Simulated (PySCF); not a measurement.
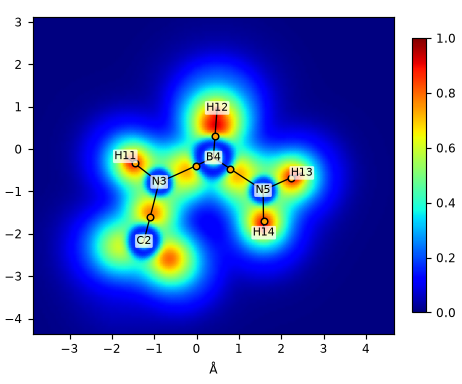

C2H9BN2, SMILES `CCNBN`. Localised orbital locator (LOL) in a plane through 8 of the atoms, with bond paths and bond critical points (dots).

PySCF calculation, B3LYP/6-311+G**, gas phase; geometry: GFN2-xTB. No frequency check shows the geometry to be a minimum.

Geometry (Å), atoms numbered from 1:

```
C1       1.9534    0.4835   -0.4430
C2       0.9986   -0.0683    0.6200
N3      -0.0433   -0.8887    0.0512
B4      -1.3683   -0.5369   -0.2543
N5      -1.8928    0.7327    0.0250
H6       2.4436   -0.3321   -0.9706
H7       1.3992    1.0761   -1.1669
H8       2.7158    1.1081    0.0167
H9       1.5731   -0.6555    1.3485
H10      0.5352    0.7627    1.1564
H11      0.2975   -1.7879   -0.2485
H12     -2.0622   -1.3427   -0.7519
H13     -2.8492    0.9761   -0.1530
H14     -1.3704    1.4806    0.4452
```

What values does LOL take at the bond critical points in this plane?

N5–H13: about 0.89; N5–H14: about 0.89; N3–H11: about 0.89; C2–N3: about 0.73; B4–H12: about 0.56; N3–B4: about 0.39; B4–N5: about 0.39. Values above 0.5 mark slow, localised electrons, as in shared pairs; low values at a critical point mark a polar or closed-shell contact whose critical point lies between the shells.

Where along N5–H13 does the critical point lie?

0.73 Å from N5 and 0.27 Å from H13.
